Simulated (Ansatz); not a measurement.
# How Ir(100) screens a field

Where does the screening charge of Ir(100) sit?

Calculated with Ansatz 0.2.0; plane-wave DFT, PBE, Ansatz PAW.

## (1) The structure

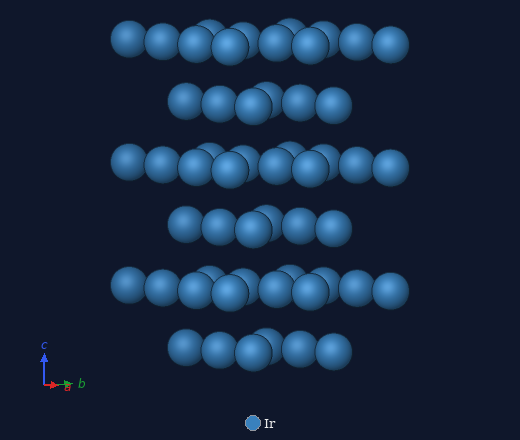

The cell as given, from the side, with the c axis up (iridium blue). 3×2×1 cells are drawn. Some periodic images of atoms are drawn too.

The cell holds 6 atoms: 6 Ir. Its edges and angles: a = 2.715 Å, b = 2.715 Å, c = 27.600 Å, α = 90.0°, β = 90.0°, γ = 90.0°. Vacuum lies along c.

## (2) Atoms held, field 0

A sawtooth potential applies the field, turning back in the middle of the vacuum. With the dipole correction the typed value is the field outside the slab. The induced dipole is small, so the SCF threshold is tight.

File input.yaml:

```yaml
crystal:
  lattice:
    - [2.7152900398, 0.0, 0.0]
    - [0.0, 2.7152900398, 0.0]
    - [0.0, 0.0, 27.6]
  atoms:
    - { symbol: Ir, position: [0.5, 0.5, 0.3260869565] }
    - { symbol: Ir, position: [0.0, 0.0, 0.3956521739] }
    - { symbol: Ir, position: [0.5, 0.5, 0.4652173913] }
    - { symbol: Ir, position: [0.0, 0.0, 0.5347826087] }
    - { symbol: Ir, position: [0.5, 0.5, 0.6043478261] }
    - { symbol: Ir, position: [0.0, 0.0, 0.6739130435] }
kpoints:
  mp_grid: { grid: [18, 18, 1] }
hamiltonian:
  xc: pbe
scf:
  occupations: { method: fermi_dirac, width: 0.1 }
  convergence: { dr2_threshold: 1.0e-10 }
efield:
  axis: 3
  dipole_correction: true
  ramp_position: 0.97
  ramp_width: 0.06
  amplitude: 0
output:
  forces: true
  write_potential: true
  write_density: true
  volumetric_format: npy
```

Started as:

```console
$ ansatz run input.yaml --threads 2 --pin off --max-ram 3072MiB --backend cpu --events-out ev --progress --plain --runs-dir out
```

Numbers of over 12 decimals in the logs are rounded to 6 here.

The program printed:

```text
Engine: ansatz 0.2.0, aarch64-unknown-linux-gnu
Pseudopotentials: kind: paw
Pseudopotential: Ir, paw, valence charge 17, recommended cutoff 420 eV (normal), Ir.paw.azcp
Functional definition: PBE
  parameter kappa = 0.804
  parameter beta = 0.066725
  exchange = pbe_x(kappa = kappa, mu = beta*pi^2/3)
  correlation = pbe_c(beta = beta)
Crystal: 6 atoms, lattice volume = 203.489 Å³
Basis set: ecut = 420 eV, 4057 PW (Γ), exchange–correlation on 40×40×384 points (8 copies of the dense FFT grid, shifted against one another)
Bands: 62, of which v1, the nominal top of the filled ones, is band 51 counted from 1 (50 counted from 0)
Symmetry: 8 space group operations
k-points: 55 of 324
Non-local potential: Ir, projectors of the file, l = 0: 3, l = 1: 2, l = 2: 2, l = 3: 1
PAW form: soft (Blöchl's): semilocal exchange-correlation on the pseudo side does not see the compensation charge
PAW one-centre angular grid: Ir, 590 points (default); XC on 64 Gauss nodes
Initial density: superposition of atomic densities (neutral atoms: chi_scale 0, normalization atom), corrected by the library's trained network
Initial wavefunctions: pseudopotential atomic-orbital guess
Functional: x = pbe(κ = 0.804, μ = 0.219515), c = pbe(β = 0.066725)
SCF iter   1: F=—  HF=-71609.334607 eV  |F-HF|=—  |Δ(HF+E_count)|=         —  Δρ=1.21e-2  dr2=4.80e0  ethr=1.77e-3  p=-0.000 e·Å  D=-1.51e-14 V/Å  ΔV_dip=0.00 eV  dr2_dipole=5.48e-7  V_vac-E_F(+/−)=5.06/5.06 eV  ⟨swp⟩=7.6  Hψ=14676  notcnv=0  defer=21
efield: sawtooth ramp at fractional position 0.9700 (set: `efield.ramp_position`, or a place that a band, a saddle search or an elastic batch's reference lends), width 0.0600; the density the first Hamiltonian is built on has a dipole p = -0.000 e·Å; the dipole correction subtracts the counter field D = -1.51e-14 V/Å, which shifts the + side's vacuum level by +0.00 eV against the − side's; the planar-averaged density in the ramp window peaks in size at 4.0e-6 e/Å³
preconditioner: auto → LDOS  [metal: Δε(μ)=0.019 eV  Ē_g=6.478 eV  σ=0.100 eV  W_gap=0.05  n_scr=48 (ndim 8)  ℏωp=19.1 eV  f_vac=0.526  D(μ)=5.73/eV (n_scr^D=18)  β→1.0]
SCF iter   2: F=—  HF=-71609.256239 eV  |F-HF|=—  |Δ(HF+E_count)|=   7.84e-2  Δρ=4.01e-3  dr2=2.52e-1  ethr=1.77e-3  p=0.000 e·Å  D=4.11e-5 V/Å  ΔV_dip=-0.00 eV  dr2_dipole=2.74e-6  V_vac-E_F(+/−)=5.53/5.54 eV  ⟨swp⟩=2.4  Hψ=4172  notcnv=0  defer=43
SCF iter   3: F=—  HF=-71609.251098 eV  |F-HF|=—  |Δ(HF+E_count)|=   5.14e-3  Δρ=1.51e-3  dr2=1.35e-2  ethr=2.47e-4  p=0.000 e·Å  D=5.18e-6 V/Å  ΔV_dip=-0.00 eV  dr2_dipole=9.29e-8  V_vac-E_F(+/−)=5.46/5.46 eV  ⟨swp⟩=2.0  Hψ=4679  notcnv=0  defer=45
SCF iter   4: F=—  HF=-71609.248124 eV  |F-HF|=—  |Δ(HF+E_count)|=   2.97e-3  Δρ=3.59e-4  dr2=5.06e-4  ethr=1.32e-5  p=0.000 e·Å  D=8.38e-6 V/Å  ΔV_dip=-0.00 eV  dr2_dipole=1.62e-8  V_vac-E_F(+/−)=5.51/5.51 eV  ⟨swp⟩=2.5  Hψ=5135  notcnv=0  defer=45
SCF iter   5: F=—  HF=-71609.248195 eV  |F-HF|=—  |Δ(HF+E_count)|=   7.13e-5  Δρ=9.97e-5  dr2=6.14e-5  ethr=4.97e-7  p=0.000 e·Å  D=1.56e-6 V/Å  ΔV_dip=-0.00 eV  dr2_dipole=3.34e-10  V_vac-E_F(+/−)=5.54/5.54 eV  ⟨swp⟩=2.8  Hψ=5665  notcnv=0  defer=45
SCF iter   6: F=—  HF=-71609.248212 eV  |F-HF|=—  |Δ(HF+E_count)|=   1.67e-5  Δρ=4.23e-5  dr2=6.92e-6  ethr=6.02e-8  p=0.000 e·Å  D=6.40e-7 V/Å  ΔV_dip=-0.00 eV  dr2_dipole=1.02e-10  V_vac-E_F(+/−)=5.55/5.55 eV  ⟨swp⟩=2.2  Hψ=5112  notcnv=0  defer=45
SCF iter   7: F=—  HF=-71609.248211 eV  |F-HF|=—  |Δ(HF+E_count)|=   1.31e-6  Δρ=1.22e-5  dr2=4.52e-7  ethr=6.78e-9  p=0.000 e·Å  D=7.45e-8 V/Å  ΔV_dip=-0.00 eV  dr2_dipole=3.86e-14  V_vac-E_F(+/−)=5.55/5.55 eV  ⟨swp⟩=2.7  Hψ=5850  notcnv=0  defer=45
SCF iter   8: F=—  HF=-71609.248212 eV  |F-HF|=—  |Δ(HF+E_count)|=   6.87e-7  Δρ=4.62e-6  dr2=8.00e-8  ethr=4.43e-10  p=0.000 e·Å  D=6.78e-8 V/Å  ΔV_dip=-0.00 eV  dr2_dipole=2.42e-13  V_vac-E_F(+/−)=5.55/5.55 eV  ⟨swp⟩=2.7  Hψ=6243  notcnv=0  defer=45
SCF iter   9: F=—  HF=-71609.248212 eV  |F-HF|=—  |Δ(HF+E_count)|=   9.34e-8  Δρ=1.37e-6  dr2=4.64e-9  ethr=7.85e-11  p=0.000 e·Å  D=2.06e-8 V/Å  ΔV_dip=-0.00 eV  dr2_dipole=6.31e-15  V_vac-E_F(+/−)=5.55/5.55 eV  ⟨swp⟩=2.5  Hψ=5616  notcnv=0  defer=45
SCF iter  10: F=—  HF=-71609.248212 eV  |F-HF|=—  |Δ(HF+E_count)|=   2.83e-8  Δρ=5.29e-7  dr2=6.00e-10  ethr=4.55e-12  p=0.000 e·Å  D=4.98e-9 V/Å  ΔV_dip=-0.00 eV  dr2_dipole=1.73e-14  V_vac-E_F(+/−)=5.55/5.55 eV  ⟨swp⟩=3.1  Hψ=6653  notcnv=0  defer=45
SCF iter  11: F=—  HF=-71609.248212 eV  |F-HF|=—  |Δ(HF+E_count)|=   4.79e-9  Δρ=2.17e-7  dr2=1.13e-10  ethr=1.00e-12  p=0.000 e·Å  D=3.43e-9 V/Å  ΔV_dip=-0.00 eV  dr2_dipole=8.42e-15  V_vac-E_F(+/−)=5.55/5.55 eV  ⟨swp⟩=15.4  Hψ=22033  notcnv=0
SCF iter  12: F=-71609.248212 eV  HF=-71609.248212 eV  |F-HF|=1.89e-10  |Δ(HF+E_count)|=   1.73e-9  Δρ=4.48e-8  dr2=3.47e-12  ethr=1.00e-12  p=0.000 e·Å  D=6.17e-10 V/Å  ΔV_dip=-0.00 eV  dr2_dipole=3.41e-17  V_vac-E_F(+/−)=5.55/5.55 eV  ⟨swp⟩=8.8  Hψ=18209  notcnv=0
SCF 1 converged in 12 iterations: F = -71609.248212 eV  dr2 = 3.47e-12
  greatest PAW one-centre occupation: 1.000 electrons in one spin orbital (limit 2), on the Ir atom at site 3 (counted from 0), in its partial waves of l = 0
WARN: The output density's exchange-correlation potential varies sharply where the density is thin. Do not read a vacuum level from v_tot or v_xc, or from such a field of the output density. On a cell that repeats whose density bears no net charge and no dipole along the vacuum's axis use v_es (v_loc + v_h of the components); under efield.dipole_correction with no amplitude use v_es + v_field, which holds any externa [...]
SCF converged after 12 iterations
Free energy (F): -71609.248212 eV
Harris-Foulkes:  -71609.248212 eV  (|F-HF|=1.89e-10)
Internal energy: -71609.041632 eV  (E = F + TS)
E sigma→0 (E₀):  -71609.144922 eV
Entropy (-TS):   -0.206579 eV (-34.430 meV/atom)
Fermi energy:    7.493263 eV
Dipole field:    D = -0.000000 V/Å  (p = -0.000000 e·Å, saw-weighted, corrected)
Work function:   Φ+ = 5.5507 eV   Φ− = 5.5507 eV
Levels:          The Fermi level and band energies are counted from a zero that moves with the ramp; work functions are not
--- Per-component energies (eV) ---
  E_band       = -2327.044329
  E_kinetic    = 3732.247508
  E_local      = -207985.668636  (includes V_loc(G=0)·N_el)
  E_nonlocal   = 437.736947
  E_hartree    = 102337.588347
  E_xc         = -1603.696204
  E_vxc        = -1794.886953  (∫ρ·V_xc dr)
  E_paw        = -55340.662134  (= ΣΔE_a)
  E_vpaw       = -1391.650300  (= ΣTr[D̂ρ^β])
  E_aug_tail   = 0.000329  (compensation charges beyond the density's cutoff)
  E_efield     = 0.000000  (sawtooth field / dipole correction)
  E_vefield    = 0.000000  (∫n·V_field dr)
  E_ewald      = 86813.412211
  E_smearing   = -0.206579  (= −TS)
  E_closure    = -0.000000  (closes the sum)
  Σ components = -71609.248212   (vs F -71609.248212, Δ=0.00e0)
--- Forces (eV/Å), atoms counted from 1 ---
  atom   1  Ir     0.00000000     0.00000000     0.65459982
  atom   2  Ir     0.00000000     0.00000000    -0.99001889
  atom   3  Ir    -0.00000000     0.00000000    -0.25674154
  atom   4  Ir     0.00000000     0.00000000     0.25674152
  atom   5  Ir    -0.00000000     0.00000000     0.99001892
  atom   6  Ir     0.00000000     0.00000000    -0.65459984
  max |Σ_I F_I| component: 1.15e-8 eV/Å
--- Band table (eV; the first three rows and the last of 55) ---
  k-point 0: bands = [... 47 lower, 6.4555, 6.8458, 6.8755, 6.8755, 7.3805, 7.9413, 8.0570, 8.0570, ... 7 higher]
  k-point 1: bands = [... 47 lower, 6.4088, 6.6885, 6.8579, 7.2646, 7.3976, 7.5123, 7.6400, 8.0630, ... 7 higher]
  k-point 2: bands = [... 47 lower, 6.2293, 6.4304, 6.8277, 6.9435, 7.0260, 7.3015, 7.6334, 8.1307, ... 7 higher]
  k-point 54: bands = [... 47 lower, 8.1656, 8.9970, 8.9970, 9.0273, 9.0273, 9.7801, 9.7801, 10.4310, ... 7 higher]
```

Elapsed: 59 s, on 2 threads of Arm Neoverse V1, shared host; peak memory 0.73 GiB; 2 min of CPU time.

In the SCF lines HF is the Harris–Foulkes energy and dr2 the Hartree energy of the density residual, in eV; the loop may stop once dr2 is under the threshold and the program's other checks hold. Hψ counts applications of the Hamiltonian.

Numbers from this step:

* energy at zero smearing: -71609.1449 eV
* work function, upper face: 5.551 eV
* dipole along the normal: -8.07e-9 e·Å

Running mean over 1.92 Å of the planar mean; the ramp of the sawtooth is left out. The electron's electrostatic potential energy less the Fermi level by z:

| z (Å) | electron's electrostatic potential energy less the Fermi level (eV) |
| --- | --- |
| 4 | 5.55 |
| 5 | 5.55 |
| 6 | 5.50 |
| 7 | 4.72 |
| 8 | -3.51 |
| 9 | -12.3 |
| 10 | -13.2 |
| 11 | -13.5 |
| 12 | -13.5 |
| 13 | -13.6 |
| 14 | -13.6 |
| 15 | -13.6 |
| 16 | -13.5 |
| 17 | -13.4 |
| 18 | -13.0 |
| 19 | -10.4 |
| 20 | 1.30 |
| 21 | 5.28 |
| 22 | 5.53 |
| 23 | 5.55 |
| 24 | 5.55 |

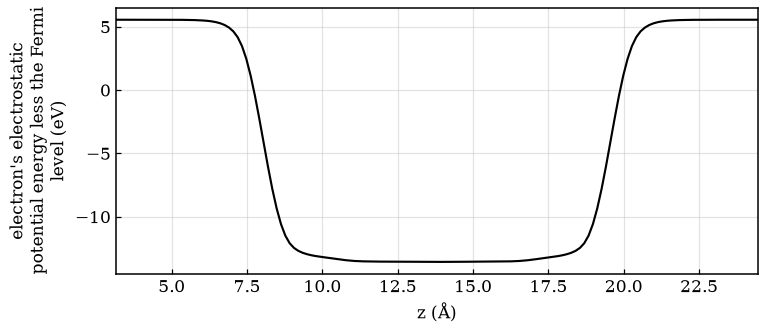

Electron's electrostatic potential energy less the Fermi level, plotted against z.

Force by atom:

| atom | x (eV/Å) | y (eV/Å) | z (eV/Å) | size |
| --- | --- | --- | --- | --- |
| Ir1 | 0.000 | 0.000 | 0.655 | 0.655 |
| Ir2 | 0.000 | 0.000 | -0.990 | 0.990 |
| Ir3 | 0.000 | 0.000 | -0.257 | 0.257 |
| Ir4 | 0.000 | 0.000 | 0.257 | 0.257 |
| Ir5 | 0.000 | 0.000 | 0.990 | 0.990 |
| Ir6 | 0.000 | 0.000 | -0.655 | 0.655 |

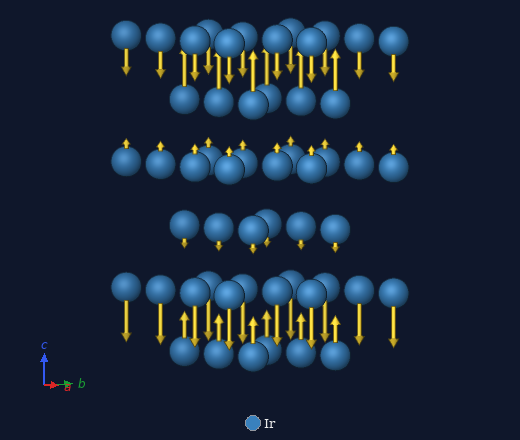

Force as arrows, the longest 0.990 eV/Å. 3×2×1 cells are drawn. Some periodic images of atoms are drawn too.

The work function of the upper face is 5.55 eV.

## (3) Atoms held, field 0.05 V/Å

Edit input.yaml of step 2 so:

```diff
@@ -24,3 +24,3 @@
   ramp_width: 0.06
-  amplitude: 0
+  amplitude: 0.05
 output:
```

The program printed:

```text
[...]
Crystal: 6 atoms, lattice volume = 203.489 Å³
Basis set: ecut = 420 eV, 4057 PW (Γ), exchange–correlation on 40×40×384 points (8 copies of the dense FFT grid, shifted against one another)
Bands: 62, of which v1, the nominal top of the filled ones, is band 51 counted from 1 (50 counted from 0)
Symmetry: 8 space group operations
k-points: 55 of 324
[...]
k-point 0: bands = [... 47 lower, 6.4554, 6.8457, 6.8754, 6.8754, 7.3804, 7.9412, 8.0569, 8.0569, ... 7 higher]
  k-point 1: bands = [... 47 lower, 6.4086, 6.6884, 6.8578, 7.2644, 7.3975, 7.5122, 7.6399, 8.0629, ... 7 higher]
  k-point 2: bands = [... 47 lower, 6.2292, 6.4303, 6.8276, 6.9432, 7.0260, 7.3014, 7.6333, 8.1306, ... 7 higher]
  k-point 54: bands = [... 47 lower, 8.1657, 8.9967, 8.9971, 9.0269, 9.0275, 9.7799, 9.7800, 10.4309, ... 7 higher]
[key lines of the parts left out:]
SCF converged after 12 iterations
Free energy (F): -71609.248869 eV
Fermi energy:    7.493155 eV
Dipole field:    D = 0.023377 V/Å  (p = 0.026288 e·Å, saw-weighted, corrected)
```

Wall time 61 s (2 threads); peak memory 0.71 GiB.

The dipole is 0.0263 e·Å.

## (4) Single point, field -0.05 V/Å

Edit input.yaml of step 3 so:

```diff
@@ -24,3 +24,3 @@
   ramp_width: 0.06
-  amplitude: 0.05
+  amplitude: -0.05
 output:
```

The program printed:

```text
[...]
Crystal: 6 atoms, lattice volume = 203.489 Å³
Basis set: ecut = 420 eV, 4057 PW (Γ), exchange–correlation on 40×40×384 points (8 copies of the dense FFT grid, shifted against one another)
Bands: 62, of which v1, the nominal top of the filled ones, is band 51 counted from 1 (50 counted from 0)
Symmetry: 8 space group operations
k-points: 55 of 324
[...]
k-point 0: bands = [... 47 lower, 6.4554, 6.8457, 6.8754, 6.8754, 7.3804, 7.9412, 8.0569, 8.0569, ... 7 higher]
  k-point 1: bands = [... 47 lower, 6.4086, 6.6884, 6.8578, 7.2644, 7.3975, 7.5122, 7.6399, 8.0629, ... 7 higher]
  k-point 2: bands = [... 47 lower, 6.2292, 6.4303, 6.8276, 6.9432, 7.0260, 7.3014, 7.6333, 8.1306, ... 7 higher]
  k-point 54: bands = [... 47 lower, 8.1657, 8.9967, 8.9971, 9.0269, 9.0275, 9.7799, 9.7800, 10.4309, ... 7 higher]
[key lines of the parts left out:]
SCF converged after 12 iterations
Free energy (F): -71609.248869 eV
Fermi energy:    7.493154 eV
Dipole field:    D = -0.023377 V/Å  (p = -0.026289 e·Å, saw-weighted, corrected)
```

Run time: 59 s. Hardware: 2 threads; peak memory 0.71 GiB.

The dipole is -0.0263 e·Å.

## (5) Single point, field 0.1 V/Å

Edit input.yaml of step 4 so:

```diff
@@ -24,3 +24,3 @@
   ramp_width: 0.06
-  amplitude: -0.05
+  amplitude: 0.1
 output:
```

The program printed:

```text
[...]
Crystal: 6 atoms, lattice volume = 203.489 Å³
Basis set: ecut = 420 eV, 4057 PW (Γ), exchange–correlation on 40×40×384 points (8 copies of the dense FFT grid, shifted against one another)
Bands: 62, of which v1, the nominal top of the filled ones, is band 51 counted from 1 (50 counted from 0)
Symmetry: 8 space group operations
k-points: 55 of 324
[...]
k-point 0: bands = [... 47 lower, 6.4551, 6.8454, 6.8751, 6.8751, 7.3801, 7.9409, 8.0566, 8.0566, ... 7 higher]
  k-point 1: bands = [... 47 lower, 6.4083, 6.6881, 6.8575, 7.2641, 7.3972, 7.5118, 7.6396, 8.0626, ... 7 higher]
  k-point 2: bands = [... 47 lower, 6.2288, 6.4300, 6.8273, 6.9426, 7.0260, 7.3011, 7.6329, 8.1303, ... 7 higher]
  k-point 54: bands = [... 47 lower, 8.1656, 8.9962, 8.9970, 9.0263, 9.0274, 9.7796, 9.7797, 10.4306, ... 7 higher]
[key lines of the parts left out:]
SCF converged after 13 iterations
Free energy (F): -71609.250841 eV
Fermi energy:    7.492849 eV
Dipole field:    D = 0.046754 V/Å  (p = 0.052578 e·Å, saw-weighted, corrected)
```

The job ended after 66 s (2 threads; peak memory 0.71 GiB).

The dipole is 0.0526 e·Å.

## (6) Single point, field -0.1 V/Å

Edit input.yaml of step 5 so:

```diff
@@ -24,3 +24,3 @@
   ramp_width: 0.06
-  amplitude: 0.1
+  amplitude: -0.1
 output:
```

The program printed:

```text
[...]
Crystal: 6 atoms, lattice volume = 203.489 Å³
Basis set: ecut = 420 eV, 4057 PW (Γ), exchange–correlation on 40×40×384 points (8 copies of the dense FFT grid, shifted against one another)
Bands: 62, of which v1, the nominal top of the filled ones, is band 51 counted from 1 (50 counted from 0)
Symmetry: 8 space group operations
k-points: 55 of 324
[...]
k-point 0: bands = [... 47 lower, 6.4551, 6.8454, 6.8751, 6.8751, 7.3801, 7.9409, 8.0566, 8.0566, ... 7 higher]
  k-point 1: bands = [... 47 lower, 6.4083, 6.6881, 6.8575, 7.2641, 7.3972, 7.5118, 7.6396, 8.0626, ... 7 higher]
  k-point 2: bands = [... 47 lower, 6.2288, 6.4300, 6.8273, 6.9426, 7.0260, 7.3011, 7.6329, 8.1303, ... 7 higher]
  k-point 54: bands = [... 47 lower, 8.1656, 8.9962, 8.9970, 9.0263, 9.0274, 9.7796, 9.7797, 10.4306, ... 7 higher]
[key lines of the parts left out:]
SCF converged after 13 iterations
Free energy (F): -71609.250841 eV
Fermi energy:    7.492848 eV
Dipole field:    D = -0.046755 V/Å  (p = -0.052578 e·Å, saw-weighted, corrected)
```

It took 62 s on 2 threads; peak memory 0.71 GiB; 2.1 min of CPU time.

The dipole is -0.0526 e·Å.

## (7) Single point, field 0.2 V/Å

Edit input.yaml of step 6 so:

```diff
@@ -24,3 +24,3 @@
   ramp_width: 0.06
-  amplitude: -0.1
+  amplitude: 0.2
 output:
```

The program printed:

```text
[...]
Crystal: 6 atoms, lattice volume = 203.489 Å³
Basis set: ecut = 420 eV, 4057 PW (Γ), exchange–correlation on 40×40×384 points (8 copies of the dense FFT grid, shifted against one another)
Bands: 62, of which v1, the nominal top of the filled ones, is band 51 counted from 1 (50 counted from 0)
Symmetry: 8 space group operations
k-points: 55 of 324
[...]
k-point 0: bands = [... 47 lower, 6.4539, 6.8441, 6.8738, 6.8738, 7.3788, 7.9397, 8.0553, 8.0553, ... 7 higher]
  k-point 1: bands = [... 47 lower, 6.4071, 6.6869, 6.8563, 7.2626, 7.3958, 7.5106, 7.6384, 8.0612, ... 7 higher]
  k-point 2: bands = [... 47 lower, 6.2276, 6.4288, 6.8260, 6.9401, 7.0258, 7.2998, 7.6317, 8.1289, ... 7 higher]
  k-point 54: bands = [... 47 lower, 8.1648, 8.9945, 8.9962, 9.0245, 9.0267, 9.7782, 9.7785, 10.4294, ... 7 higher]
[key lines of the parts left out:]
SCF converged after 13 iterations
Free energy (F): -71609.258728 eV
Fermi energy:    7.491603 eV
Dipole field:    D = 0.093516 V/Å  (p = 0.105164 e·Å, saw-weighted, corrected)
```

Elapsed: 66 s, on 2 threads; peak memory 0.71 GiB.

The dipole is 0.105 e·Å.

## (8) Atoms held, field -0.2 V/Å

Edit input.yaml of step 7 so:

```diff
@@ -24,3 +24,3 @@
   ramp_width: 0.06
-  amplitude: 0.2
+  amplitude: -0.2
 output:
```

The program printed:

```text
[...]
Crystal: 6 atoms, lattice volume = 203.489 Å³
Basis set: ecut = 420 eV, 4057 PW (Γ), exchange–correlation on 40×40×384 points (8 copies of the dense FFT grid, shifted against one another)
Bands: 62, of which v1, the nominal top of the filled ones, is band 51 counted from 1 (50 counted from 0)
Symmetry: 8 space group operations
k-points: 55 of 324
[...]
k-point 0: bands = [... 47 lower, 6.4539, 6.8441, 6.8738, 6.8738, 7.3788, 7.9397, 8.0553, 8.0553, ... 7 higher]
  k-point 1: bands = [... 47 lower, 6.4071, 6.6869, 6.8563, 7.2626, 7.3958, 7.5106, 7.6384, 8.0612, ... 7 higher]
  k-point 2: bands = [... 47 lower, 6.2276, 6.4288, 6.8260, 6.9401, 7.0258, 7.2998, 7.6317, 8.1289, ... 7 higher]
  k-point 54: bands = [... 47 lower, 8.1648, 8.9945, 8.9962, 9.0245, 9.0267, 9.7782, 9.7785, 10.4294, ... 7 higher]
[key lines of the parts left out:]
SCF converged after 13 iterations
Free energy (F): -71609.258728 eV
Fermi energy:    7.491603 eV
Dipole field:    D = -0.093516 V/Å  (p = -0.105164 e·Å, saw-weighted, corrected)
```

Elapsed: 62 s, on 2 threads; peak memory 0.71 GiB; 2.1 min of CPU time.

The dipole is -0.105 e·Å.

[end of part 1 of 2]

[Logs are printed without paths, hosts, clocks, repeated set-up lines and the standing remarks that a program may print on its own settings, such as how far it seeks lower states.]

[Hosts, paths, dates, database ids (printed as entryN), source tags and the programs' standing remarks are cut or masked in the printed files.]

[Maps of the electrostatic potential energy from Ansatz leave out the sawtooth potential of an applied field or a dipole correction, so their vacuum need not be flat; planar profiles and work functions include it.]
